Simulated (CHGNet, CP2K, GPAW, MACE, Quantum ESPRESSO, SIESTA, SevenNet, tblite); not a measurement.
# How far do other methods lie from plane waves? H-capped Ge nanowire along [001] with a Si core (65 atoms)

One geometry of H-capped Ge nanowire along [001] with a Si core (65 atoms) is solved by several programs and methods. How far do their forces lie from a plane-wave PBE run?

Results are calculated, not measured.

### Step 1. The structure

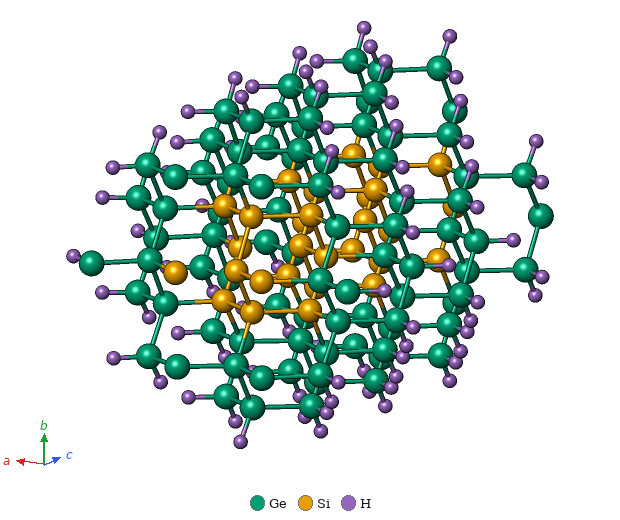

The cell (germanium teal, silicon orange, hydrogen purple). 1×1×3 cells are drawn. Some periodic images of atoms are drawn too.

The cell holds 65 atoms (28 Ge, 9 Si and 28 H), with edges of 26.50, 26.50 and 5.66 Å. Recipe: round section of size parameter 6.53 Å cut from diamond-structure Ge (a = 5.658 Å) along [001], 1 period, broken bonds capped with H, 12 Å of vacuum, Si core of radius 3.59 Å. Then every atom was moved at random, 0.02 Å r.m.s. a Cartesian component (hydrogen 0.6 of that).

### Step 2. The reference input

Quantum ESPRESSO 7.5: Kohn-Sham DFT, PBE, SSSP efficiency 1.3.0 pseudopotentials, plane waves. Its input, pw.in:

```
&control
  calculation = 'scf'
  pseudo_dir = './pseudo'
  outdir = './tmp'
  disk_io = 'none'
  tprnfor = .true.
/
&system
  ibrav = 0
  nat = 65
  ntyp = 3
  ecutwfc = 60
  ecutrho = 480
  nosym = .true.
  occupations = 'smearing'
  smearing = 'fd'
  degauss = 0.003675
/
&electrons
  conv_thr = 3.3e-07
  electron_maxstep = 100
  mixing_beta = 0.4
  mixing_mode = 'local-TF'
  diagonalization = 'david'
/
ATOMIC_SPECIES
Ge 72.630 Ge.upf
Si 28.085 Si.upf
H 1.008 H.upf
CELL_PARAMETERS angstrom
26.50091 0.00000 0.00000
0.00000 26.50091 0.00000
0.00000 0.00000 5.65800
ATOMIC_POSITIONS crystal
Ge 0.35070 0.34925 0.25362
Ge 0.34802 0.42462 0.50373
Ge 0.27326 0.42424 0.75587
Ge 0.27414 0.49954 0.00024
[... 59 atom lines left out ...]
H 0.77296 0.57575 0.59264
H 0.72759 0.62261 0.90850
K_POINTS gamma
```

```console
$ OMP_NUM_THREADS=1 pw.x -in pw.in > output.txt
```

Wall time 43 min (1 thread of Arm Neoverse V2, shared host); peak memory 12 GiB.

It converged with an r.m.s. force component of 0.56 eV/Å.

Its highest filled and lowest empty levels lie 2.05 eV apart on its k-points.

### Step 3. What was run beside it

- CHGNet: machine-learned potential, published weights.
- CP2K 2026.2: Gaussian basis with GTH pseudopotentials and a plane-wave density; labels give functional, basis (MOLOPT sets; SR short-range, UZH the newer set with its own potentials), grid cutoff/relative cutoff and solver (OT: orbital transformation; TRS4, TC2, SIGN: linear-scaling purification with its sparsity filter), or its built-in tight binding.
- GPAW 26.7.0: PAW with atomic orbitals (LCAO), plane waves or a real-space grid of spacing h.
- MACE: machine-learned potential, published weights.
- SIESTA 5.4.2: numerical atomic orbitals, whose automatically made sets are far from complete, with PseudoDojo norm-conserving potentials that we converted to its format (checked against plane waves on the same files for H, C, O, Si, Ge and Ca alone); labels give functional, basis size, energy shift and mesh cutoff.
- SevenNet: machine-learned potential, published weights.
- tblite 0.8.0: extended tight binding, driven from Python.

All use the same cell and atoms, and the electronic-structure runs the same k-mesh.

### Step 4. All runs compared

Differences are against the reference: forces as r.m.s. over components, share as that over the reference's r.m.s. force, slope as the fitted ratio of a run's forces to the reference's.

```
                                                                      run  Δ force, r.m.s. (meV/Å)  share (%)  slope  Δ gap (eV)  cores  CPU time  memory (GiB)
                                                                reference                        -          -      -           -      1    43 min            12
                                                  CHGNet r2SCAN potential                      258       46.1  0.650           -      1     3.3 s          0.58
                     CP2K LDA, DZVP-MOLOPT-SR, 450/50 Ry, diagonalisation                      160       28.6  0.871      0.0188      2   1.9 min           7.2
                        CP2K PBE+D3, DZVP-UZH, 450/50 Ry, diagonalisation                     23.6       4.22  0.978      0.0702      2   3.2 min           7.6
                  CP2K PBE, DZVP-UZH, 157/50 Ry, diagonalisation (coarse)                      296       52.9  0.917      0.0702      1      64 s           1.6
                  CP2K PBE, DZVP-UZH, 225/50 Ry, diagonalisation (coarse)                     29.8       5.32  0.979      0.0702      1      83 s           2.5
                                     CP2K PBE, DZVP-UZH, 450/50 Ry, OT CG                     25.1       4.49  0.981      0.0702      2   9.5 min           3.4
                           CP2K PBE, DZVP-UZH, 450/50 Ry, diagonalisation                     25.1       4.49  0.981      0.0702      2   3.2 min           7.6
                           CP2K PBE, DZVP-UZH, 450/70 Ry, diagonalisation                     25.1       4.49  0.981      0.0702      2   3.7 min           7.6
CP2K PBE, SZV-MOLOPT-SR, 450/50 Ry, SIGN filter 1e-03, SCF 1e-04 (coarse)                      735        131  0.515           -      1      45 s           3.2
             CP2K PBE, SZV-MOLOPT-SR, 450/50 Ry, diagonalisation (coarse)                      412       73.7  0.848        1.41      1   2.6 min           7.3
                                             GPAW PBE, LCAO dzp, h 0.15 Å                      177       31.6  1.196       0.104      1   2.6 min           3.7
                                              GPAW PBE, LCAO dzp, h 0.2 Å                      177       31.6  1.192       0.104      1      78 s           1.8
                                 GPAW PBE, LCAO sz(dzp), h 0.2 Å (coarse)                      807        144  1.814       0.336      1      35 s           1.5
                                GPAW PBE, LCAO szp(dzp), h 0.2 Å (coarse)                      441       78.9  1.468       0.415      1      68 s           1.7
                                             GPAW RPBE, LCAO dzp, h 0.2 Å                      180       32.2  1.195       0.170      1      83 s           1.8
                                             MACE MP-0b3 medium potential                      163       29.1  0.819           -      1     6.9 s          0.75
             SIESTA BLYP, PBE potentials, DZP, shift 0.01 Ry, mesh 300 Ry                      144       25.7  0.965       0.212      1   2.4 min           1.3
                      SIESTA PBE, DZ, shift 0.01 Ry, mesh 300 Ry (coarse)                     92.4       16.5  1.063       0.457      1      69 s          0.94
                              SIESTA PBE, DZP, shift 0.01 Ry, mesh 300 Ry                      107       19.2  1.031       0.105      1   2.4 min           1.3
                      SIESTA PBE, SZ, shift 0.01 Ry, mesh 300 Ry (coarse)                      803        143  1.830       0.665      1      53 s          0.86
                      SIESTA PBE, SZ, shift 0.02 Ry, mesh 300 Ry (coarse)                      682        122  1.725       0.607      1      48 s           0.8
SIESTA PBE, SZ, shift 0.02 Ry, mesh 300 Ry, orbital minimisation (coarse)                      682        122  1.725           -      1   2.3 min          0.81
                              SIESTA PBE, TZP, shift 0.01 Ry, mesh 300 Ry                     96.0       17.2  1.034      0.0912      1   3.1 min           1.4
                                                     SevenNet 0 potential                      247       44.2  0.778           -      1     6.9 s           0.7
                                                          tblite GFN1-xTB                      345       61.6  0.745           -      1     2.1 s          0.11
```

Rows marked coarse were listed beforehand as settings not expected to be converged; some can still land near the reference.

Times of the machine-learned potentials are mostly Python's start and the loading of weights.

Runs without a result: CP2K PBE, SZV-MOLOPT-SR, 450/50 Ry, SIGN filter 1e-07, SCF 1e-07 (cut off at its time limit); CP2K PBE, SZV-MOLOPT-SR, 450/50 Ry, SIGN filter 1e-05, SCF 1e-06 (cut off at its time limit); QE PBE+D3(BJ), sssp-1.3.0-efficiency, 60/480 Ry (cut off at its time limit).

CPU time is summed over cores on shared hosts, so it is rough.

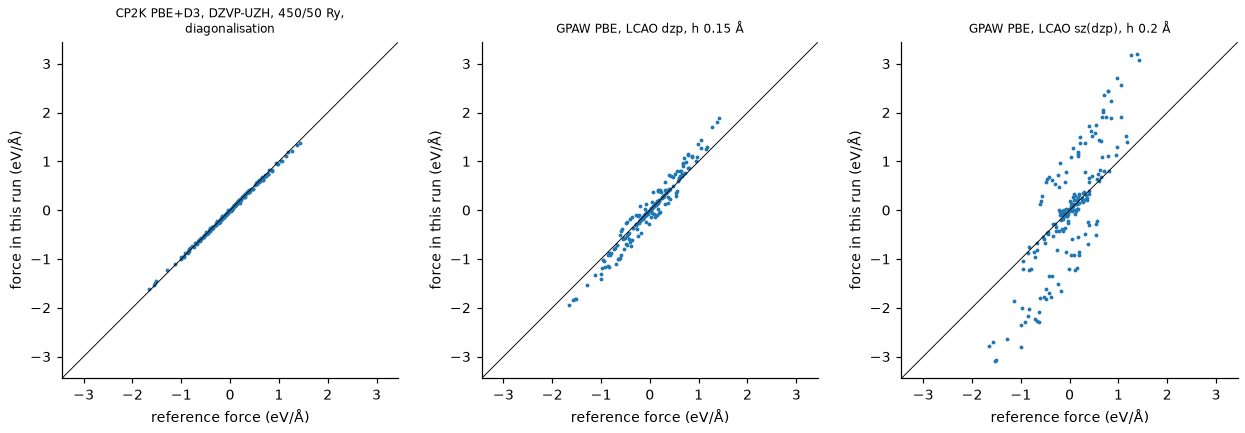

Force components against those of the reference; the line marks equality.

### Step 5. Findings

Forces lie from 4.2 % (CP2K PBE+D3, DZVP-UZH, 450/50 Ry, diagonalisation) to 144 % (GPAW PBE, LCAO sz(dzp), h 0.2 Å, coarse) of the reference's r.m.s. force of 0.56 eV/Å away from it. The PBE runs in local orbitals, coarse settings apart, differ by 4.5 % (CP2K PBE, DZVP-UZH, 450/50 Ry, OT CG) to 32 % (GPAW PBE, LCAO dzp, h 0.15 Å); basis, grid and potentials can all enter. Tight binding differs by 62 % (tblite GFN1-xTB); it is another model, with fitted parameters of its own, and the xTB methods hold dispersion. Machine-learned potentials differ by 29 % (MACE MP-0b3 medium potential) to 46 % (CHGNet r2SCAN potential); they were trained on other programs' data, some at another functional. Among those trained on PBE data the slope goes as low as 0.78, with a correlation of 0.90, so directions differ as well as sizes.

Rows with another functional or a dispersion term differ by 4.2 % (CP2K PBE+D3, DZVP-UZH, 450/50 Ry, diagonalisation) to 32 % (GPAW RPBE, LCAO dzp, h 0.2 Å), which mixes the change of model with differences of basis and potentials, some of them made for another functional. Runs with settings chosen to be coarse differ by 5.3 % (CP2K PBE, DZVP-UZH, 225/50 Ry, diagonalisation) to 144 % (GPAW PBE, LCAO sz(dzp), h 0.2 Å), their programs' other errors included. GPAW PBE, LCAO dzp, h 0.15 Å stiffens the forces by a factor of 1.20 while following their directions (correlation 0.979). From CP2K PBE, DZVP-UZH, 157/50 Ry, diagonalisation to the finer CP2K PBE, DZVP-UZH, 450/70 Ry, diagonalisation the share falls from 53 to 4.5 %. From GPAW PBE, LCAO dzp, h 0.2 Å to the finer GPAW PBE, LCAO dzp, h 0.15 Å the share goes from 31.6 to 31.6 %, so the grid isn't what parts these runs from the reference. SIESTA PBE, DZP, shift 0.01 Ry, mesh 300 Ry lies farther from the reference (19 %) than the smaller basis of SIESTA PBE, DZ, shift 0.01 Ry, mesh 300 Ry (17 %). Gaps at PBE, coarse settings apart, lie +0.07 to +0.10 eV from the reference's, on k-points that hold the band edges only if these fold onto them.

**Limits.** Periodic xTB results under one method name differ between programs and library versions. The potentials hold different valence shells: 456 electrons in the reference, 176 in CP2K with SZV-MOLOPT-SR and 176 in GPAW; this bears on time and differences. GPAW's setups keep the filled d shell of Ge in the core. Machine-learned potentials mimic data converged in k, so the reference's own k-point error enters their differences. The cell is under 6 Å thick along one periodic direction, so every atom has periodic images of itself close by, which move with it. The electronic-structure runs sample only Γ, in a cell whose periodic width is 6 Å. Spin–orbit coupling is left out. Where levels are smeared, the DFT runs use Fermi–Dirac occupations at 580 K (0.05 eV), and energies are free energies. The atoms were displaced at random, and shares hang on the size of the forces that this gives. The reference's cutoffs and mesh weren't converged further here.

[Logs are printed without paths, hosts, clocks, repeated set-up lines and the standing remarks that a program may print on its own settings, such as how far it seeks lower states.]

[Hosts, paths, dates, database ids (printed as entryN), source tags and the programs' standing remarks are cut or masked in the printed files.]

[Cells were taken only where this reference lay near another plane-wave run.]
